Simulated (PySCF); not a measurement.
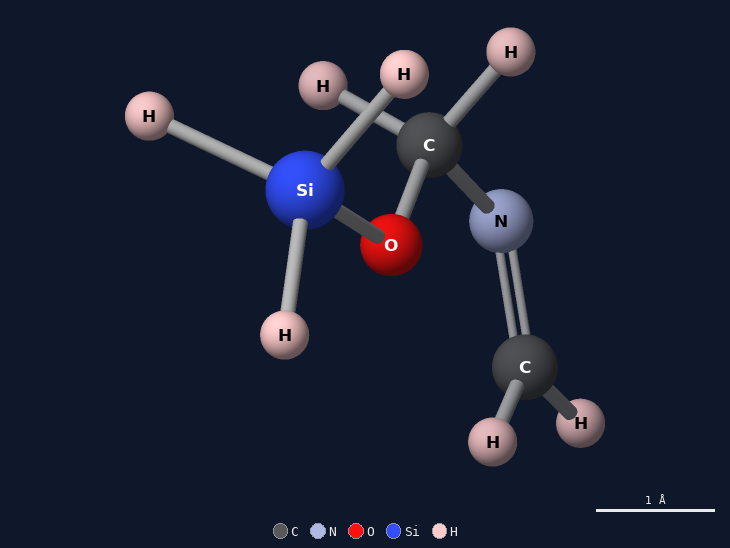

Ball-and-stick drawing of a structure.

The geometry was computed by an optimisation with PBE0-D3(BJ)/def2-SVP. No frequency run is at hand to confirm it as a minimum.

Question: Count the atoms of each element.

Answer: C2H7NOSi, 12 atoms: 2 carbon, 7 hydrogen, 1 nitrogen, 1 oxygen and 1 silicon.

Question: How many bonds of each kind are drawn?

Answer: 4 C–H, 3 Si–H, 2 C–N, 1 C–O, 1 O–Si.

Question: What is its SMILES?

Answer: C=NCO[SiH3]

More results for the same structure follow; atom numbers are the same in all pictures, views and colours differ.

Geometry

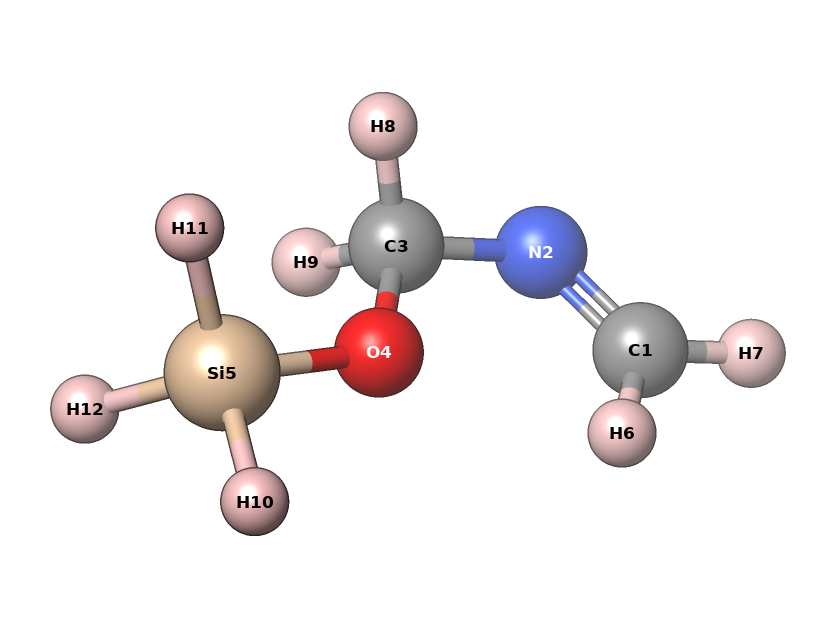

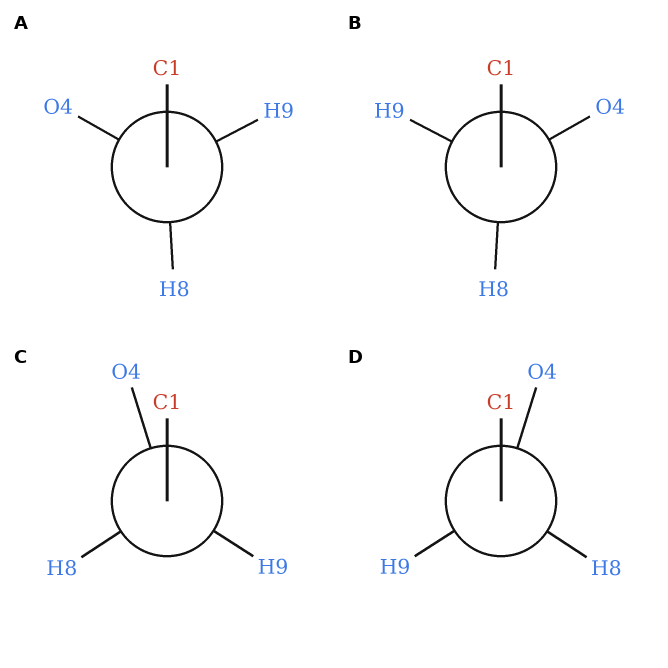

Atoms fade into the background with distance from the viewer. Bonds that would overlap in a projection are set slightly apart. No frequency run is at hand to confirm it as a minimum.

Question: Which Newman projection shows the view along N2–C3, with N2 in front?

Answer: D. The torsion angle C1–N2–C3–O4 is 0°, synperiplanar (eclipsed).

Dipole moment

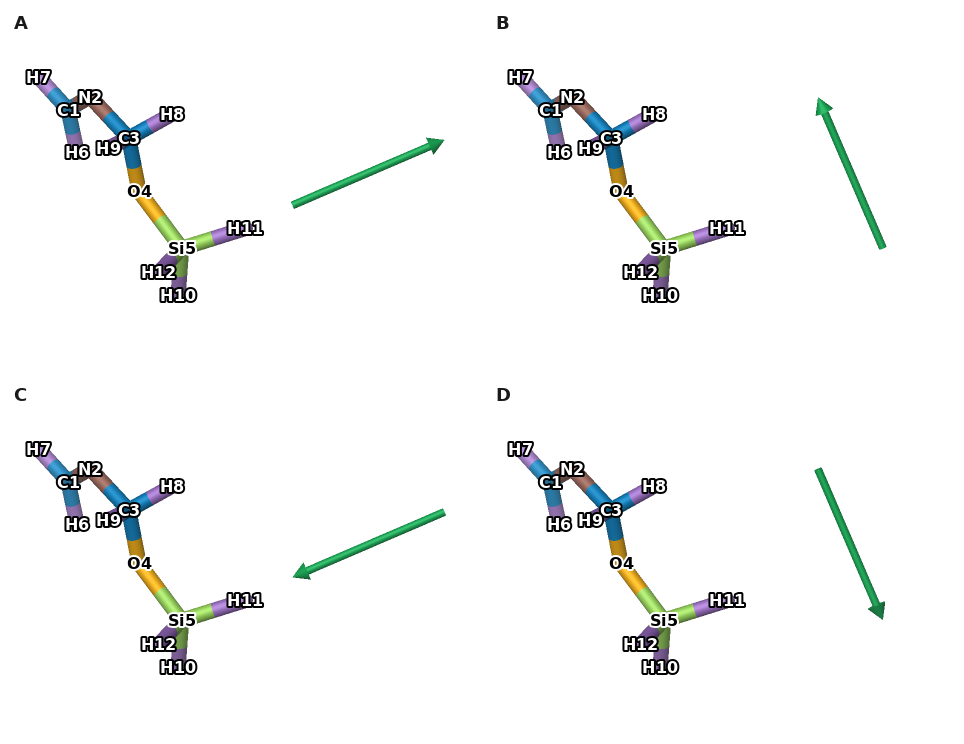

The same molecule four times, each with an arrow. No frequency run is at hand to confirm it as a minimum. Properties computed with LC-wPBE/pcSseg-2, gas phase (PySCF 2.14.0).

Question: Which arrow points along the dipole moment, from the negative to the positive end?

Answer: D. The dipole moment is 1.16 D; it points from the side of H7 to the side of H10 (the outermost atoms at the two ends).

NMR shielding

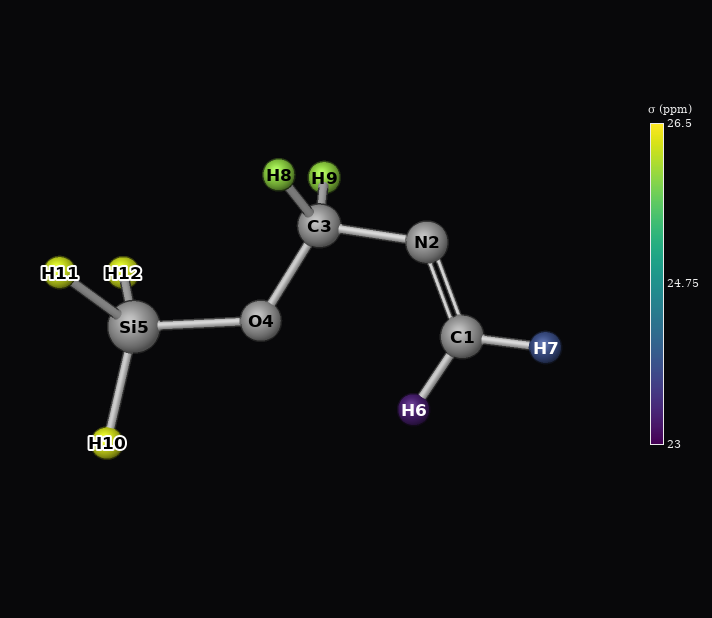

Atoms are coloured by their isotropic NMR shieldings (H only, the others grey). No frequency run is at hand to confirm it as a minimum. Level of theory: GIAO PBE0/aug-cc-pVDZ NMR shielding, non-relativistic, gas phase (PySCF 2.14.0).

Give the isotropic NMR shieldings of the H atoms atom by atom.

| atom | σ (ppm) |
| --- | --- |
| H6 | 23.30 |
| H7 | 23.86 |
| H8 | 25.91 |
| H9 | 25.93 |
| H10 | 26.28 |
| H11 | 26.24 |
| H12 | 26.24 |

Quadrupole coupling

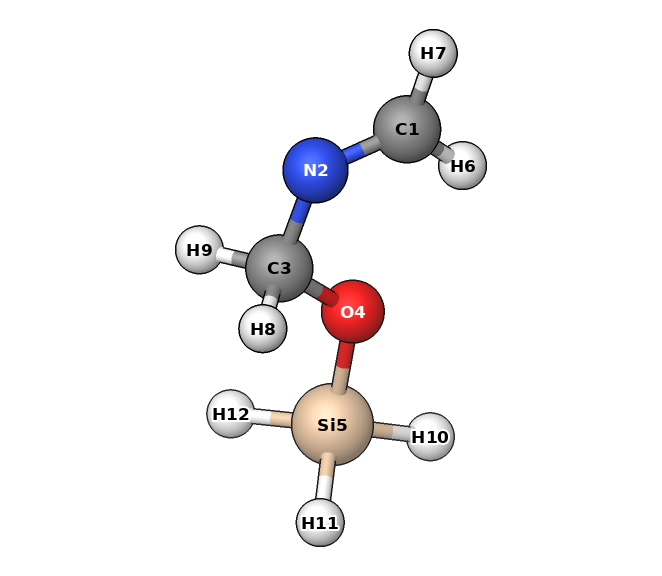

No frequency run is at hand to confirm it as a minimum. Electric field gradients from the ground-state density, PBE0/pcSseg-0 (PySCF 2.14.0), non-relativistic apart from any core potentials.

Give the largest field-gradient component, the quadrupole coupling constant and the asymmetry for 14N at N2 (Q = 20.44 mb), 17O at O4 (Q = −25.6 mb), 2H at H6 (Q = 2.86 mb), 2H at H7 (Q = 2.86 mb).

```json
{"atom": "N2", "V_zz (a.u.)": "−1.164", "e²qQ/h (MHz)": "−5.59", "η": "0.28"}
{"atom": "O4", "V_zz (a.u.)": "1.924", "e²qQ/h (MHz)": "−11.57", "η": "0.61"}
{"atom": "H6", "V_zz (a.u.)": "0.281", "e²qQ/h (MHz)": "0.189", "η": "0.01"}
{"atom": "H7", "V_zz (a.u.)": "0.292", "e²qQ/h (MHz)": "0.196", "η": "0.02"}
```
